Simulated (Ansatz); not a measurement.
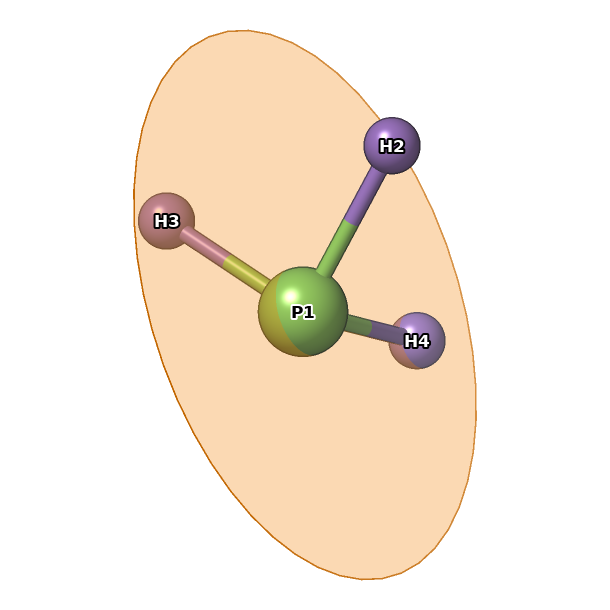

A disc through the centre of mass is drawn in. Distant atoms are faded towards the background colour. The computed structure is the end point of a PBE0-D4/def2-TZVP optimisation. No frequency run is at hand to confirm it as a minimum.

### Is the plane of the disc a mirror plane of the structure?

Yes. The reflection leaves P1, H4 in place and moves H2 ↔ H3. The point group is C3v.
